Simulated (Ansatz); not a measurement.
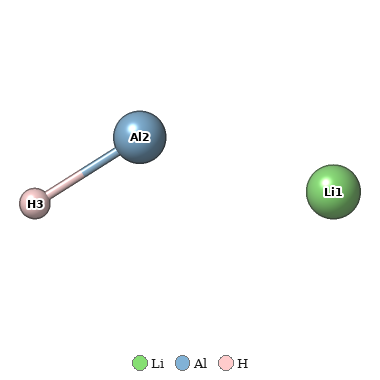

The system is AlHLi, spin multiplicity 2; the picture shows the reference structure. 
- First axis: angle Li1–Al2–H3. Second axis: change of the bonds Al2–Li1, Al2–H3, all alike.
- Nothing is relaxed (all other coordinates rigid).
- The scan uses a 15 × 15 grid. At 6 points there is no value.
- Points are written as (first, second).
- Energies are in kcal/mol, from the lowest grid point.
- Level of theory: UKS PBE-D4/def2-TZVP in Ansatz 0.2.0.

Its coordinates:

```xyz
3

Li   -1.8848    0.4799   -0.9766
Al    0.4526    0.3893    0.2906
H     1.4322   -0.8692    0.6859
```

Range: angle Li1–Al2–H3 from 86.6 to 176.6°; change of the bonds Al2–Li1, Al2–H3, all alike from −0.237 to 0.366 Å.

Q: Predict the map.

A: The lowest grid point is at (131.6°, 0.022 Å). No other kind of well shows on this grid. The highest grid point, (86.6°, −0.237 Å), lies 17.6 kcal/mol above the lowest. Round the minimum the valley is somewhat tilted: raising angle Li1–Al2–H3 shifts the best value of the second coordinate downwards (coupling k₁₂/√(k₁₁k₂₂) about 0.2).

```csv
"second ↓, first →",86.6,93.1,99.5,105.9,112.4,118.8,125.2,131.6,138.1,144.5,150.9,157.4,163.8,170.2,176.6
0.366,11.0,10.9,10.6,10.4,10.2,10.2,10.3,10.6,11.1,11.8,12.6,13.6,14.8,16.1,17.5
0.323,9.5,9.3,9.0,8.7,8.5,8.4,8.5,8.7,9.2,9.9,10.7,–,12.8,14.1,15.4
0.280,8.1,7.9,7.5,7.1,6.8,6.7,6.7,7.0,7.4,8.0,8.8,9.8,10.9,12.1,13.4
0.237,6.9,–,6.1,5.6,5.3,5.1,5.1,5.3,5.7,6.3,7.1,8.0,9.1,10.3,11.5
0.194,5.8,5.4,4.8,4.3,3.9,3.7,3.7,3.8,4.2,4.7,5.5,6.3,7.3,8.5,9.6
0.151,4.9,4.3,3.7,–,2.7,2.4,2.4,2.5,2.8,3.3,3.9,4.8,5.7,6.8,7.9
0.108,4.2,3.6,2.9,2.3,1.8,1.4,1.3,1.3,1.6,2.0,2.6,3.4,4.3,5.3,6.3
0.065,3.8,3.1,2.4,1.7,1.1,0.7,0.5,0.5,0.7,1.1,1.6,2.3,3.1,4.0,4.9
0.022,3.8,3.0,2.2,1.4,0.8,0.3,0.1,0.0,0.1,0.5,0.9,1.6,2.3,3.1,3.9
−0.022,4.3,3.5,2.6,1.7,1.0,0.5,0.1,0.0,0.1,0.3,0.7,1.3,2.0,2.7,3.3
−0.065,5.3,4.4,3.5,2.6,1.8,1.2,0.8,0.6,0.6,0.7,1.1,1.6,2.1,2.7,3.3
−0.108,7.1,6.1,5.1,–,3.3,2.6,2.1,1.8,1.7,1.8,2.1,2.5,3.0,3.5,3.9
−0.151,9.6,8.6,7.5,6.5,5.6,4.8,4.2,3.9,3.7,3.7,3.9,4.2,4.6,5.0,5.3
−0.194,13.1,12.0,10.9,9.8,8.8,–,7.3,6.9,6.6,–,6.6,6.8,7.1,7.4,7.6
−0.237,17.6,16.6,15.4,14.2,13.1,12.2,11.5,11.0,10.6,10.4,10.4,10.5,10.7,11.0,11.1
```

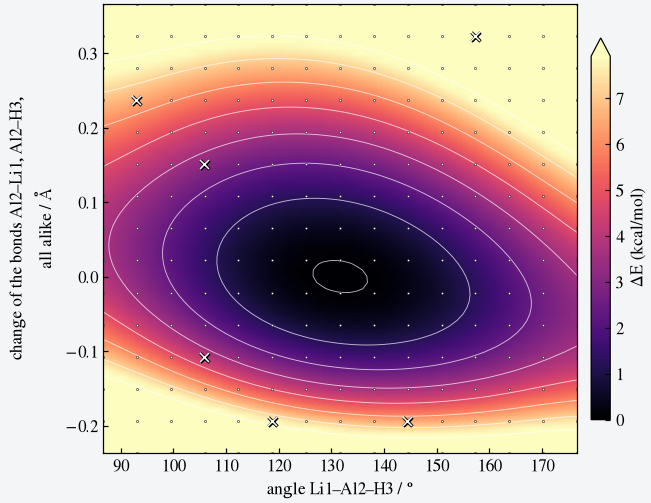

In the figure: a smooth colour map with a few white contour lines, crosses at grid points without a value, dots at the grid points, one colour for all values above the top of the scale. Between grid points the surface is interpolated.

Time for the 219 points that were run: 14 min on 1 thread of Arm Neoverse V2, with other jobs on the host.
